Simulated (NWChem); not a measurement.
# CH3I (methyl iodide): levels of theory compared

Aim: a comparison of 3 runs (HF/STO-3G, HF/3-21G, MP3/def2-SVPD) of CH3I (methyl iodide). 

Program for the calculation: NWChem 7.3.0.

1 further run of the same task is left out (set aside as unsound or not needed).

## 1. The molecule

CH3I has 5 atoms, charge 0, and is taken as a singlet. As SMILES, `CI`. The shape is that of a PBE0-D4/def2-TZVP optimisation.

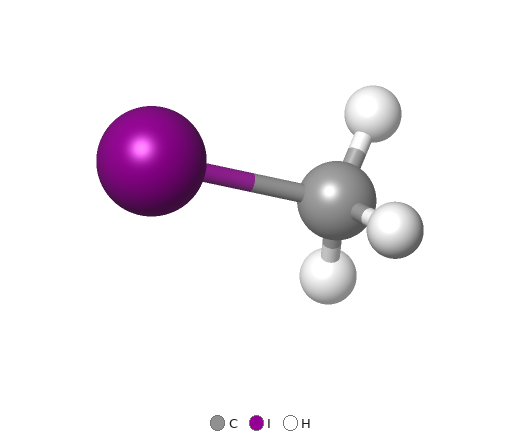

Viewed from a chosen angle; carbon grey, iodine purple, hydrogen white.

## 2. Energy and gradient at HF/STO-3G (run 1)

Contents of run.py:

```python
from ase import Atoms
from ase.calculators.nwchem import NWChem

molecule = Atoms(['C', 'I', 'H', 'H', 'H'], positions=[
    [-0.044100, -0.162730, 0.153180],
    [0.368060, 1.358130, -1.278460],
    [0.760650, -0.889590, 0.103440],
    [-0.088230, 0.307420, 1.130650],
    [-0.996380, -0.613220, -0.108810],
])

calc = NWChem(
    label='ch3i',
    theory='scf',
    memory='2200 mb',
    basis='STO-3G',
    basispar='spherical bse',
    scf={'nopen': '0', 'rhf': None, 'thresh': '1e-08', 'maxiter': '80'},
)
molecule.calc = calc

forces = molecule.get_forces()
e = molecule.get_potential_energy()
print(f"E = {e:.6f} eV")
print("forces (eV/A):")
for s, f in zip(molecule.symbols, forces):
    print(f"{s:2s} {f[0]:10.5f} {f[1]:10.5f} {f[2]:10.5f}")
print("dipole (e A):", molecule.get_dipole_moment().round(4))
```

Command:

```console
$ export ASE_NWCHEM_COMMAND="nwchem PREFIX.nwi > PREFIX.nwo"
$ python run.py
```

The program printed:

```text
E = -187482.067486 eV
forces (eV/A):
C     0.20024    0.73888   -0.69497
I    -0.03193   -0.11791    0.11097
H    -0.21551   -0.11678    0.24461
H    -0.05970   -0.33661    0.05584
H     0.10691   -0.16758    0.28354
dipole (e A): [-0.0732 -0.2702  0.2544]
```

The calculator wrote ch3i.nwi:

```
title "ch3i"

permanent_dir ch3i

scratch_dir ch3i

start ch3i

geometry units angstrom nocenter noautosym noautoz
  C  -4.4100000000000000e-02 -1.6273000000000001e-01 1.5318000000000001e-01
  I  3.6806000000000000e-01 1.3581300000000001e+00 -1.2784599999999999e+00
  H  7.6065000000000005e-01 -8.8958999999999999e-01 1.0344000000000000e-01
  H  -8.8230000000000003e-02 3.0742000000000003e-01 1.1306499999999999e+00
  H  -9.9638000000000004e-01 -6.1321999999999999e-01 -1.0881000000000000e-01
end

memory 2200 mb

basis spherical bse noprint
   * library STO-3G
end

scf
  nopen 0
  rhf
  thresh 1e-08
  maxiter 80
end

task scf gradient
```

ch3i.nwo, shortened:

```text
[...]
      One-electron energy =  -9733.429801546752
[... 1 line left out ...]
 Nuclear repulsion energy =    120.244516511306
[... 43 lines left out ...]
                       ROHF Final Molecular Orbital Analysis
[... 140 lines left out ...]
     1   1 0 0     -0.138394      0.000000     35.751008
[...]
  wavefunction    =   RHF
                         RHF ENERGY GRADIENTS
    atom               coordinates                        gradient
                 x          y          z           x          y          z
   1 C      -0.083337  -0.307515   0.289468   -0.003894  -0.014369   0.013515
   2 I       0.695533   2.566494  -2.415939    0.000621   0.002293  -0.002158
   3 H       1.437420  -1.681081   0.195473    0.004191   0.002271  -0.004757
   4 H      -0.166731   0.580940   2.136619    0.001161   0.006546  -0.001086
   5 H      -1.882885  -1.158818  -0.205621   -0.002079   0.003259  -0.005514
[...]
```

It took 4.2 s on 1 thread of Intel Xeon 6975P-C (Granite Rapids), shared host; peak memory 0.096 GiB.

## 3. Energy and gradient at HF/3-21G (run 2)

Edit run.py of step 2 so:

```diff
@@ -12,6 +12,6 @@
 calc = NWChem(
-    label='ch3i',
+    label='mymol',
     theory='scf',
     memory='2200 mb',
-    basis='STO-3G',
+    basis='3-21G',
     basispar='spherical bse',
@@ -22,4 +22,3 @@
 forces = molecule.get_forces()
-e = molecule.get_potential_energy()
-print(f"E = {e:.6f} eV")
+print("Total energy (eV):", round(molecule.get_potential_energy(), 6))
 print("forces (eV/A):")
```

Command:

```console
$ export ASE_NWCHEM_COMMAND="nwchem PREFIX.nwi > PREFIX.nwo"
$ python run.py
```

The program printed:

```text
Total energy (eV): -188485.112983
forces (eV/A):
C    -0.21119   -0.77930    0.73405
I     0.23032    0.84990   -0.80008
H    -0.32684    0.15771    0.12228
H    -0.01363   -0.28400   -0.25685
H     0.32134    0.05569    0.20055
dipole (e A): [-0.0745 -0.2751  0.2589]
```

The calculator wrote mymol.nwi:

```
title "mymol"

permanent_dir mymol

scratch_dir mymol

start mymol

geometry units angstrom nocenter noautosym noautoz
  C  -4.4100000000000000e-02 -1.6273000000000001e-01 1.5318000000000001e-01
  I  3.6806000000000000e-01 1.3581300000000001e+00 -1.2784599999999999e+00
  H  7.6065000000000005e-01 -8.8958999999999999e-01 1.0344000000000000e-01
  H  -8.8230000000000003e-02 3.0742000000000003e-01 1.1306499999999999e+00
  H  -9.9638000000000004e-01 -6.1321999999999999e-01 -1.0881000000000000e-01
end

memory 2200 mb

basis spherical bse noprint
   * library 3-21G
end

scf
  nopen 0
  rhf
  thresh 1e-08
  maxiter 80
end

task scf gradient
```

mymol.nwo, shortened:

```text
[...]
      One-electron energy =  -9769.422347391497
[... 1 line left out ...]
 Nuclear repulsion energy =    120.244516511306
[... 49 lines left out ...]
                       ROHF Final Molecular Orbital Analysis
[... 193 lines left out ...]
     1   1 0 0     -0.140865      0.000000     35.751008
[...]
  wavefunction    =   RHF
                         RHF ENERGY GRADIENTS
    atom               coordinates                        gradient
                 x          y          z           x          y          z
   1 C      -0.083337  -0.307515   0.289468    0.004107   0.015155  -0.014275
   2 I       0.695533   2.566494  -2.415939   -0.004479  -0.016528   0.015559
   3 H       1.437420  -1.681081   0.195473    0.006356  -0.003067  -0.002378
   4 H      -0.166731   0.580940   2.136619    0.000265   0.005523   0.004995
   5 H      -1.882885  -1.158818  -0.205621   -0.006249  -0.001083  -0.003900
[...]
```

Wall time 5.4 s (1 thread of Intel Xeon 6975P-C (Granite Rapids), shared host); peak memory 0.094 GiB.

## 4. The energy at MP3/def2-SVPD (core potential) (run 3)

Contents of m1.nw:

```
START m1
TITLE "CH3I energy"
memory stack 330 mb heap 110 mb global 1760 mb

GEOMETRY noautosym nocenter noautoz
   C    -0.044100   -0.162730    0.153180
   I     0.368060    1.358130   -1.278460
   H     0.760650   -0.889590    0.103440
   H    -0.088230    0.307420    1.130650
   H    -0.996380   -0.613220   -0.108810
END

BASIS spherical bse
   * library def2-SVPD
END

ECP bse
   I library def2-SVPD
END

SCF
   thresh 1e-08
   maxiter 80
END

TCE
   scf
   mbpt3
   freeze core 5
   maxiter 60
END

TASK tce energy
```

Command:

```console
$ nwchem m1.nw > m1.out
```

The program printed:

```text
[...]
  functions       =    79
[...]
  wavefunction    = RHF
[...]
         Total SCF energy =   -336.235935078357
      One-electron energy =   -693.400812345987
      Two-electron energy =    295.341959878962
 Nuclear repulsion energy =     61.822917388668
        Time for solution =     10.9s
[...]
         Wavefunction type : Restricted Hartree-Fock
          No. of electrons :    34
[...]
         Spin multiplicity : singlet
[...]
```

Wall time 27 s (1 thread of Intel Xeon 6975P-C (Granite Rapids), shared host); peak memory 1.1 GiB.

## 5. The series

| run | level | task | module | energy (Eh) | dipole moment (D) | HOMO energy (eV) | LUMO energy (eV) | wall time |
| --- | --- | --- | --- | --- | --- | --- | --- | --- |
| 1 | HF/STO-3G | gradient | scf | -6889.838956 | 1.82 | -7.40 | 8.35 | 4.2 s |
| 2 | HF/3-21G | gradient | scf | -6926.700199 | 1.85 | -9.66 | 3.36 | 5.4 s |
| 3 | MP3/def2-SVPD (core potential) | energy | tce | -336.543416 | – | -9.84 | 1.54 | 27 s |

## 6. Results

```
                                          quantity          value
                               run 3: total energy  -336.54342 Eh
        run 3: HOMO energy (Hartree–Fock orbitals)       -9.84 eV
        run 3: LUMO energy (Hartree–Fock orbitals)        1.54 eV
      run 3: HOMO–LUMO gap (Hartree–Fock orbitals)       11.38 eV
run 3: correlation energy (5 core orbitals frozen)     -307.5 mEh
```

What this shows: Some runs of one species differ in core potentials or relativity; totals across that change don't compare. In run 1 the basis is minimal, so the values are rough. In runs 1, 2 relativity is left out where basis or elements ask for it. All runs together took 37 s, the longest 27 s.
